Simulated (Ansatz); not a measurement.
**BrH2NSn: rigid scan of one bond length in Python**

How does the energy of BrH2NSn change as one bond is stretched? Aim: a rigid scan of one bond length, for BrH2NSn, run from a script.

All numbers are computed with Ansatz 0.2.0, driven from Python. Level of theory: r2SCAN0/def2-SVP.

**1. The system**

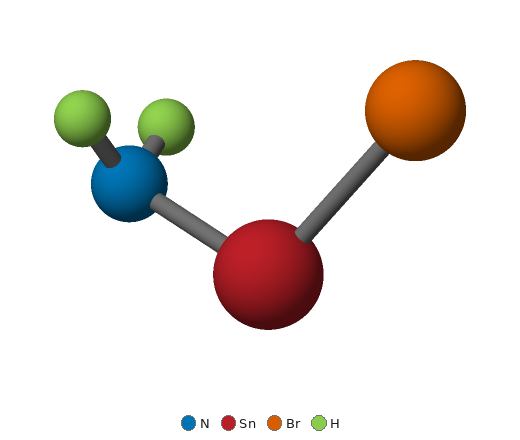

The starting structure, viewed from a chosen angle; nitrogen blue, tin red, bromine orange, hydrogen green.

No structure file is read: the coordinates are typed or built in the script.

**2. The script**

The input, scan_brh2nsn.py:

```python
'''Potential curve of BrH2NSn along one bond.'''

import ansatz as az
from ase import Atoms
import numpy as np

BASIS_SET = 'def2-SVP'
FUNCTIONAL = 'R2SCAN0'

atoms = Atoms(['N', 'Sn', 'Br', 'H', 'H'], positions=[
    (-0.9084, 0.4192, -0.336),
    (-0.1305, -0.4861, 1.2819),
    (2.2249, -1.104, 0.7473),
    (-0.2739, 1.2969, -0.5621),
    (-0.8622, -0.1996, -1.1724),
])
geometry = az.Crystal.molecule_from_ase(atoms)

symbols = [site.symbol for site in geometry.cartesian_sites]
start = np.array([site.position_ang for site in geometry.cartesian_sites])
axis = (start[3] - start[0]) / np.linalg.norm(start[3] - start[0])
moving = [3]
lengths, energies = [0.974, 1.018, 1.062, 1.106, 1.151, 1.195, 1.239, 1.306], []
for length in lengths:
    xyz = start.copy()
    xyz[moving] += (length - np.linalg.norm(start[3] - start[0])) * axis
    point = az.Crystal.molecule()
    for symbol, place in zip(symbols, xyz):
        point = point.atom(symbol, place.tolist())
    model = (
        point.calculation()
        .basis(gaussian=BASIS_SET)
        .functional(FUNCTIONAL)
    )
    r = model.run().report
    energies.append(r['free_energy_ev'])
    print(f'r = {length:6.3f} A  E = {energies[-1]:.5f} eV  <S^2> = {abs(r["mean_field"]["state"]["spin_squared"]):.3f}')

# quartic fit about the minimum
fit = np.polynomial.Polynomial.fit(lengths, np.array(energies) - min(energies), 4).convert()
roots = [r.real for r in fit.deriv().roots() if abs(r.imag) < 1e-9 and fit.deriv(2)(r.real) > 0]
r_e = min(roots, key=lambda r: abs(r - lengths[int(np.argmin(energies))]))
print(f'minimum of the fit at {r_e:.4f} A, force constant {fit.deriv(2)(r_e):.2f} eV/A^2')
```

**3. The calls as engine input**

The engine receives this input (first run):

```yaml
crystal:
  periodic: [false, false, false]
  atoms:
    - { symbol: "N", position_ang: [-0.9084, 0.4192, -0.336] }
    - { symbol: Sn, position_ang: [-0.1305, -0.4861, 1.2819] }
    - { symbol: Br, position_ang: [2.2249, -1.104, 0.7473] }
    - { symbol: H, position_ang: [-0.34981704659359464, 1.1918844100942505, -0.5350474480144811] }
    - { symbol: H, position_ang: [-0.8622, -0.1996, -1.1724] }
basis:
  gaussian:
    orbitals: def2-SVP
hamiltonian:
  xc: r2scan0
```

**4. The run**

Started as:

```console
$ python scan_brh2nsn.py
```

Standard output:

```text
r =  0.974 A  E = -77391.93055 eV  <S^2> = 0.000
r =  1.018 A  E = -77391.98418 eV  <S^2> = 0.000
r =  1.062 A  E = -77391.95047 eV  <S^2> = 0.000
r =  1.106 A  E = -77391.85120 eV  <S^2> = 0.000
r =  1.151 A  E = -77391.69951 eV  <S^2> = 0.000
r =  1.195 A  E = -77391.51550 eV  <S^2> = 0.000
r =  1.239 A  E = -77391.30650 eV  <S^2> = 0.000
r =  1.306 A  E = -77390.95760 eV  <S^2> = 0.000
minimum of the fit at 1.0213 A, force constant 43.66 eV/A^2
```

Wall time 42 s (1 thread of Arm Neoverse V1, shared host); peak memory 0.26 GiB.

**5. What changed from run to run**

The engine's inputs for some of the other runs:

Run 2, against run 1:

```diff
@@ -7 +7 @@
-    - { symbol: H, position_ang: [-0.34981704659359464, 1.1918844100942505, -0.5350474480144811] }
+    - { symbol: H, position_ang: [-0.3245833197456666, 1.226790071330541, -0.544039324516162] }
```

Run 4, against run 1:

```diff
@@ -7 +7 @@
-    - { symbol: H, position_ang: [-0.34981704659359464, 1.1918844100942505, -0.5350474480144811] }
+    - { symbol: H, position_ang: [-0.27411586604981064, 1.2966013938031224, -0.5620230775195237] }
```

Run 8, against run 1:

```diff
@@ -7 +7 @@
-    - { symbol: H, position_ang: [-0.34981704659359464, 1.1918844100942505, -0.5350474480144811] }
+    - { symbol: H, position_ang: [-0.1594171076501381, 1.4552634903317159, -0.602895243436255] }
```

**6. What each run gave**

The 8 runs, in the order started:

| run | distance (Å) | energy from run 2 (eV) | SCF cycles | CPU time (s) |
| --- | --- | --- | --- | --- |
| 1 | 0.97 | 0.0536 | 17 | 5 |
| 2 | 1.02 | 0.0000 | 17 | 5 |
| 3 | 1.06 | 0.0337 | 17 | 5 |
| 4 | 1.11 | 0.1330 | 17 | 5 |
| 5 | 1.15 | 0.2847 | 17 | 5 |
| 6 | 1.20 | 0.4687 | 18 | 5.3 |
| 7 | 1.24 | 0.6777 | 18 | 5.3 |
| 8 | 1.31 | 1.0266 | 19 | 5.3 |

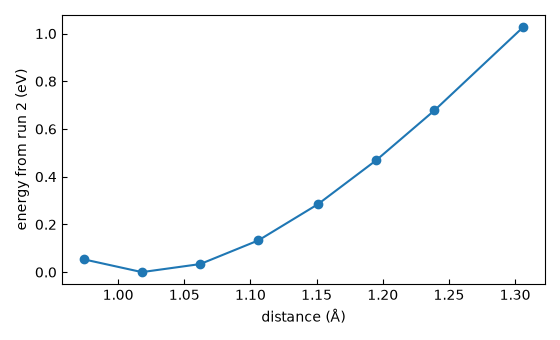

Energy against distance; lines join the points.

**7. Summary of results**

| quantity | value |
| --- | --- |
| bond length at the fit's minimum | 1.0213 Å |
| runs compared | 8 |
| range of energy | 1.027 eV |
| lowest point, distance (Å) | 1.02 |

The curve has its lowest point inside the range, at 1.02. The ends stand 0.0536 and 1.03 eV above it. The distance scanned is the script's pair 0, 3. The rest of the molecule is held rigid at a force-field or estimated start geometry, and the basis set is modest; single-reference methods fail as a bond breaks. def2 sets replace the cores of elements past krypton by effective core potentials. The orbitals are restricted, so S² is zero by construction.
